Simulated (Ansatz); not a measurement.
GaH$_{5}$O

Input file:

```
crystal:
  periodic: [false, false, false]
  atoms:
    - { symbol: Ga, position_ang: [0.058054, 0.442079, -0.498609] }
    - { symbol: O, position_ang: [-0.022881, 0.070157, 2.45303] }
    - { symbol: H, position_ang: [-0.952104, -0.05258, 2.687523] }
    - { symbol: H, position_ang: [1.424917, -0.13201, -1.016021] }
    - { symbol: H, position_ang: [-1.321695, -0.201442, -0.878284] }
    - { symbol: H, position_ang: [0.054429, 1.75833, 0.365654] }
    - { symbol: H, position_ang: [-0.001619, 0.978067, 2.061608] }
basis:
  gaussian: { orbitals: def2-SVP }
hamiltonian:
  xc: b3lyp
relax:
  f_tol: 0.03
  max_steps: 50
output:
  orbitals: {}
```

Run with:

```sh
ansatz run input.yaml --threads 1 --pin off --max-ram 2048MiB --backend cpu --events-out ev --progress --plain --runs-dir out
```

The fields are those of the run's last geometry, not of the input's.

These are results of RKS B3LYP/def2-SVP in Ansatz 0.2.0, not measurements.

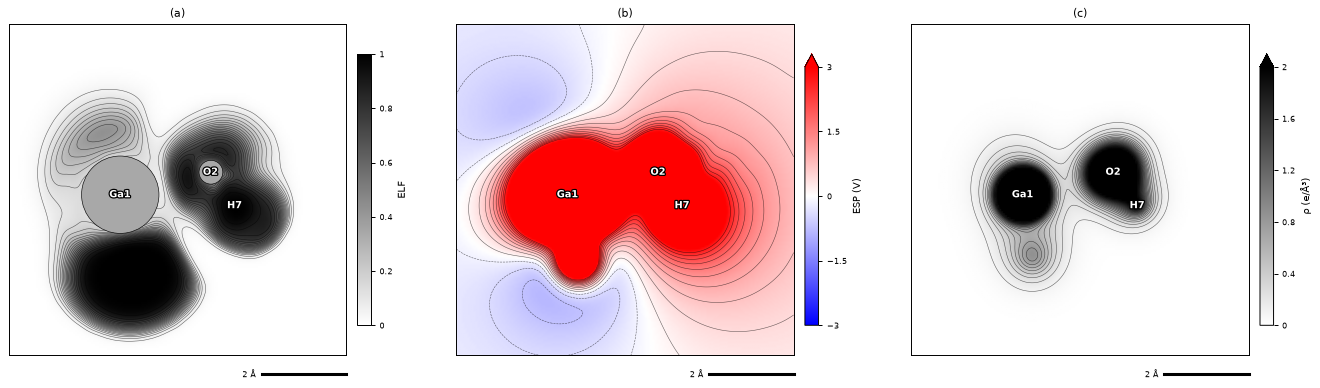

Figure 1. (a) electron localisation function; (b) electrostatic potential; (c) total electron density on the plane of atoms Ga1, O2 and H7. Grey discs cover the atomic cores in the ELF map.

### What does the map show?

Atoms in the plane: Ga, O and H. Ga–O (2.21 Å): ρ is about 0.32 e/Å³ halfway; the ELF is about 0.15 at the midpoint. O–H (0.97 Å): ρ at the midpoint is about 3.7 e/Å³; the ELF climbs to about 1 towards the hydrogen, as it does in any bond to H: an ordinary covalent bond to hydrogen. Outside the dense part of the molecule the potential is most negative (−0.8 V) near H6, which lies off the plane.

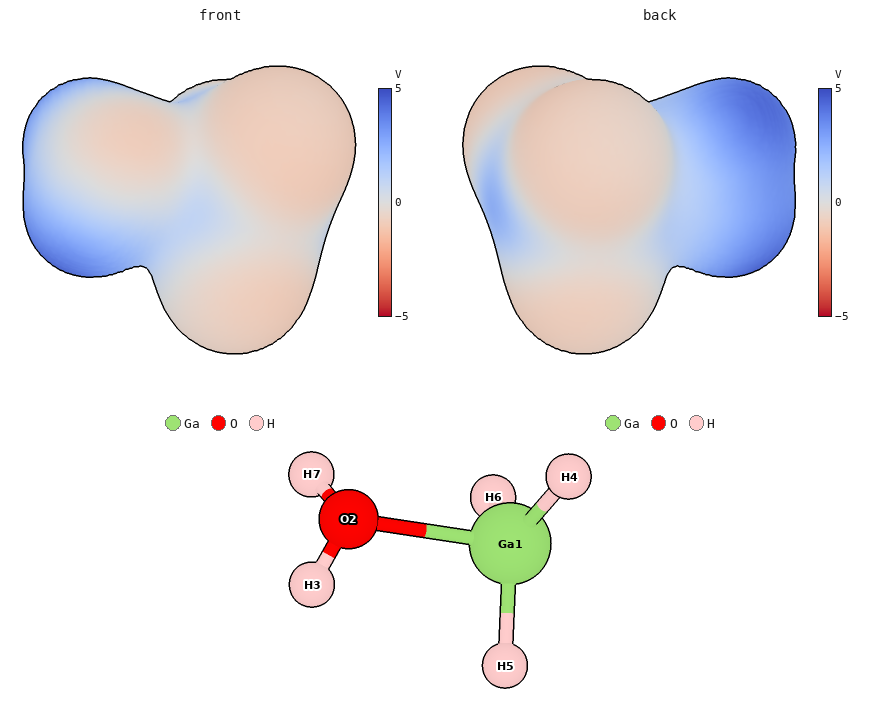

Figure 2. The molecular electrostatic potential painted on the density surface at 0.004 e/bohr³, seen from the front and from behind; red is negative and blue positive. The bare structure is drawn below in the same view.

### Which sites attract a positive test charge, and which a negative one?

A positive charge is drawn to the negative regions and a negative charge to the positive ones. The most negative region (about −0.9 V, or −21 kcal/mol for a unit charge) lies over H4, the most positive (about +4.2 V, or +97 kcal/mol for a unit charge) over H3 and H7.

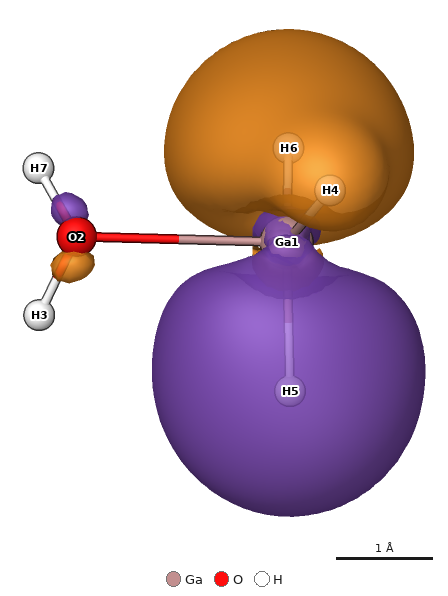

Figure 3. The HOMO−1 at ±0.08 Å⁻³ᐟ² (orange and purple are the two phases), seen across its widest extent.

### Describe this orbital and give its energy.

It lies mainly on Ga1 (about 40 %), H5 (about 35 %) and H6 (about 20 %). Its energy is −7.54 eV.
